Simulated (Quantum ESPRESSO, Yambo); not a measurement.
# Al2O3 (Corundum): G0W0 in Yambo against the bands, part 2 of 2

How does the gap of Al2O3 (Corundum) converge in the bands?

Yambo 5.3.0; PBE and many-body steps on it, plane waves. Known limits of the many-body steps: not at the basis limit.

So far. Step 4 (113 bands): Against the run before, the gap moves by −0.137 eV.

## (5) 188 bands

Level of this step: G0W0 on PBE, plane waves, norm-conserving pseudopotentials (Yambo).

The input, gw4.in:

```
HF_and_locXC
gw0
dyson
ppa
em1d
rim_cut
RandQpts= 1000000
RandGvec= 1 RL
EXXRLvcs= 72 Ry
VXCRLvcs= 288 Ry
Chimod= "HARTREE"
% BndsRnXp
 1 | 188 |
%
NGsBlkXp= 9 Ry
% LongDrXp
 1 | 1 | 1 |
%
% GbndRnge
 1 | 188 |
%
DysSolver= "n"
ExtendOut
PPAPntXp= 27.21138 eV
% QPkrange
 1 | 1 | 23 | 26 |
%
```

Started as:

```sh
$ OMP_NUM_THREADS=2 mpirun -n 4 yambo -F gw4.in -J gw4 -C gw4 > gw4.log
```

Output:

```text
 Yambo, version 5.3.0

 [02] CORE Variables Setup
 =========================

  [... cell, symmetries and grids as in the set-up ...]

  [02.05] Energies & Occupations
  ==============================

  [X] === General ===
  [X] Electronic Temperature                        :  0.000000  0.000000 [eV K]
  [X] Bosonic    Temperature                        :  0.000000  0.000000 [eV K]
  [X] Finite Temperature mode                       : no
  [X] El. density                                   :  0.56459E+24 [cm-3]
[...]
Sx RL components                                 :   5903

   QP @ state[ 1 ] K range                          :  1  1
   QP @ state[ 1 ] b range                          :  23  26
   GF energies kind                                 : Perdew, Burke & Ernzerhof(X)+Perdew, Burke & Ernzerhof(C)
   GF WF`s kind                                     : Perdew, Burke & Ernzerhof(X)+Perdew, Burke & Ernzerhof(C)
   Xs energies kind                                 : Perdew, Burke & Ernzerhof(X)+Perdew, Burke & Ernzerhof(C)
   Xs WF`s kind                                     : Perdew, Burke & Ernzerhof(X)+Perdew, Burke & Ernzerhof(C)

 [11] Game Over & Game summary
```

The job ended after 3.5 min (4 MPI ranks of Arm Neoverse V2, shared host; peak memory 3.2 GiB; 27 min of CPU time).

This step gave:

- G0W0 gap on the points computed: 8.450 eV
- starting gap on the mesh: 6.266 eV
- k of the valence top: 0, 0, 0
- k of the conduction bottom: 0, 0, 0
- least direct G0W0 gap on the computed points: 8.450 eV

Against the run before, the gap moves by +0.002 eV.

## (6) 277 bands

The input, gw5.in:

```
HF_and_locXC
gw0
dyson
ppa
em1d
rim_cut
RandQpts= 1000000
RandGvec= 1 RL
EXXRLvcs= 72 Ry
VXCRLvcs= 288 Ry
Chimod= "HARTREE"
% BndsRnXp
 1 | 277 |
%
NGsBlkXp= 9 Ry
% LongDrXp
 1 | 1 | 1 |
%
% GbndRnge
 1 | 277 |
%
DysSolver= "n"
ExtendOut
PPAPntXp= 27.21138 eV
% QPkrange
 1 | 1 | 23 | 26 |
%
```

Started as:

```sh
$ OMP_NUM_THREADS=2 mpirun -n 4 yambo -F gw5.in -J gw5 -C gw5 > gw5.log
```

Output:

```text
 Yambo, version 5.3.0

 [02] CORE Variables Setup
 =========================

  [... cell, symmetries and grids as in the set-up ...]

  [02.05] Energies & Occupations
  ==============================

  [X] === General ===
  [X] Electronic Temperature                        :  0.000000  0.000000 [eV K]
  [X] Bosonic    Temperature                        :  0.000000  0.000000 [eV K]
  [X] Finite Temperature mode                       : no
  [X] El. density                                   :  0.56459E+24 [cm-3]
[...]
Sx RL components                                 :   5903

   QP @ state[ 1 ] K range                          :  1  1
   QP @ state[ 1 ] b range                          :  23  26
   GF energies kind                                 : Perdew, Burke & Ernzerhof(X)+Perdew, Burke & Ernzerhof(C)
   GF WF`s kind                                     : Perdew, Burke & Ernzerhof(X)+Perdew, Burke & Ernzerhof(C)
   Xs energies kind                                 : Perdew, Burke & Ernzerhof(X)+Perdew, Burke & Ernzerhof(C)
   Xs WF`s kind                                     : Perdew, Burke & Ernzerhof(X)+Perdew, Burke & Ernzerhof(C)

 [11] Game Over & Game summary
```

Run time: 5.3 min. Hardware: 4 MPI ranks; peak memory 3.5 GiB.

Numbers from this step:

```
G0W0 gap on the points computed              : 8.478 eV
starting gap on the mesh                     : 6.266 eV
k of the valence top                         : 0, 0, 0
k of the conduction bottom                   : 0, 0, 0
least direct G0W0 gap on the computed points : 8.478 eV
```

Against the run before, the gap moves by +0.028 eV.

## (7) 378 bands

The input, gw6.in:

```
HF_and_locXC
gw0
dyson
ppa
em1d
rim_cut
RandQpts= 1000000
RandGvec= 1 RL
EXXRLvcs= 72 Ry
VXCRLvcs= 288 Ry
Chimod= "HARTREE"
% BndsRnXp
 1 | 378 |
%
NGsBlkXp= 9 Ry
% LongDrXp
 1 | 1 | 1 |
%
% GbndRnge
 1 | 378 |
%
DysSolver= "n"
ExtendOut
PPAPntXp= 27.21138 eV
% QPkrange
 1 | 1 | 23 | 26 |
%
```

Started as:

```sh
$ OMP_NUM_THREADS=2 mpirun -n 4 yambo -F gw6.in -J gw6 -C gw6 > gw6.log
```

Output:

```text
 Yambo, version 5.3.0

 [02] CORE Variables Setup
 =========================

  [... cell, symmetries and grids as in the set-up ...]

  [02.05] Energies & Occupations
  ==============================

  [X] === General ===
  [X] Electronic Temperature                        :  0.000000  0.000000 [eV K]
  [X] Bosonic    Temperature                        :  0.000000  0.000000 [eV K]
  [X] Finite Temperature mode                       : no
  [X] El. density                                   :  0.56459E+24 [cm-3]
[...]
Sx RL components                                 :   5903

   QP @ state[ 1 ] K range                          :  1  1
   QP @ state[ 1 ] b range                          :  23  26
   GF energies kind                                 : Perdew, Burke & Ernzerhof(X)+Perdew, Burke & Ernzerhof(C)
   GF WF`s kind                                     : Perdew, Burke & Ernzerhof(X)+Perdew, Burke & Ernzerhof(C)
   Xs energies kind                                 : Perdew, Burke & Ernzerhof(X)+Perdew, Burke & Ernzerhof(C)
   Xs WF`s kind                                     : Perdew, Burke & Ernzerhof(X)+Perdew, Burke & Ernzerhof(C)

 [11] Game Over & Game summary
```

Elapsed: 7.5 min, on 4 MPI ranks; peak memory 4.4 GiB; 58 min of CPU time.

Numbers from this step:

```yaml
g0w0_gap_on_the_points_computed: 8.502 eV
starting_gap_on_the_mesh: 6.266 eV
k_of_the_valence_top: 0, 0, 0
k_of_the_conduction_bottom: 0, 0, 0
least_direct_g0w0_gap_on_the_computed_points: 8.502 eV
```

Against the run before, the gap moves by +0.024 eV.

## (8) The runs together

Times are wall times on 4 MPI ranks of Arm Neoverse V2, shared host, good to a factor of about two.

| run | mesh | bands | screening cutoff (eV) | DFT gap (eV) | gap on the mesh (eV) | direct (eV) | time |
| --- | --- | --- | --- | --- | --- | --- | --- |
| 44 bands | 4×4×4 | 44 | 122.5 | 6.266 | 9.079 | 9.079 | 36 s |
| 68 bands | 4×4×4 | 68 | 122.5 | 6.266 | 8.586 | 8.586 | 65 s |
| 113 bands | 4×4×4 | 113 | 122.5 | 6.266 | 8.449 | 8.449 | 2 min |
| 188 bands | 4×4×4 | 188 | 122.5 | 6.266 | 8.450 | 8.450 | 3.5 min |
| 277 bands | 4×4×4 | 277 | 122.5 | 6.266 | 8.478 | 8.478 | 5.3 min |
| 378 bands | 4×4×4 | 378 | 122.5 | 6.266 | 8.502 | 8.502 | 7.5 min |

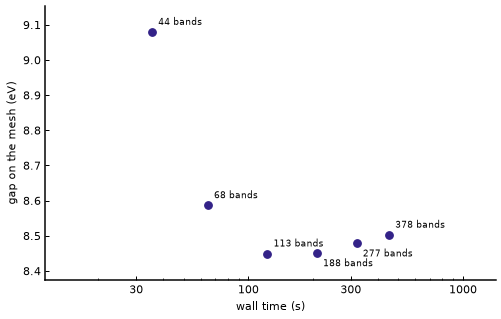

Result against wall time.

## (9) Summary of results

```yaml
44_bands: 9.079 eV
68_bands: 8.586 eV
113_bands: 8.449 eV
188_bands: 8.450 eV
277_bands: 8.478 eV
378_bands: 8.502 eV
known_limits: not at the basis limit
```

In words: The setting moved: bands. From 44 bands to 378 bands the gap moves by −0.58 eV, for 13 times the time, not steadily: it passes through 8.45 eV. The last step still moves it by +0.024 eV. Bands and screening cutoff are coupled, so a series along one setting does not show full convergence. Bands and cutoff are finite, so the gap is not at the basis limit. The miss can reach some tenths of an eV and take either sign; the mesh is an error of its own. In the G0W0 runs levels were corrected at 1 k point alone, so a gap called «on the mesh» is the least over those, and an edge elsewhere would be missed.

[Paths, hosts, dates, memory and timing lines, banners, echoed tables and standing remarks are left out of the program output.]

[Logs are printed without paths, hosts, clocks, repeated set-up lines and the standing remarks that a program may print on its own settings, such as how far it seeks lower states.]

[Runs of the session that timed out or met a known fault of the program may be left out.]

[Hosts, paths, dates, database ids (printed as entryN), source tags and the programs' standing remarks are cut or masked in the printed files.]
